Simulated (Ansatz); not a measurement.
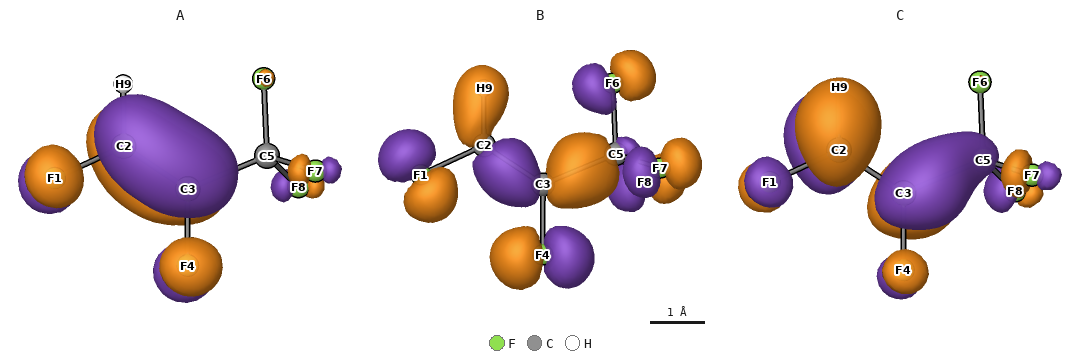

*C₃HF₅ (SMILES FC=C(F)C(F)(F)F). Three frontier orbitals at ±0.15 Å⁻³ᐟ² (orange and purple are the two phases), in no order.*

Geometry: PBE0-D4/def2-TZVP.

The calculation used RKS PBE0-D4/def2-TZVPP (Ansatz 0.2.0).

```tsv
atom	x (Å)	y (Å)	z (Å)
F	-0.0076	-1.6313	1.9980
C	-0.0724	-0.5227	1.2813
C	0.0855	-0.5385	-0.0315
F	0.3165	-1.6512	-0.7133
C	0.0217	0.6868	-0.8900
F	-0.2110	1.7745	-0.1531
F	1.1664	0.8696	-1.5515
F	-0.9495	0.5854	-1.7999
H	-0.2609	0.3810	1.8429
```

Question: Which picture is the HOMO−1, the HOMO and the LUMO?

Answer: B is the HOMO−1 (−11.17 eV). Its weight (Hirshfeld) is mainly on F4 (about 20 %), F1 (about 15 %), C3 (about 15 %), C2 (about 10 %), C5 (about 10 %) and F6 (about 10 %). A is the HOMO (−8.36 eV). It lies mainly on C3 (about 35 %), C2 (about 30 %), F4 (about 15 %) and F1 (about 10 %); π-bonding across C3–C2. C is the LUMO (−0.59 eV). By Hirshfeld shares it lies mainly on C2 (about 35 %), C3 (about 30 %), C5 (about 10 %) and F1 (about 5 %); π-antibonding (π*) across C2–C3.

Question: What is the HOMO–LUMO gap?

Answer: 7.77 eV between the orbital energies.
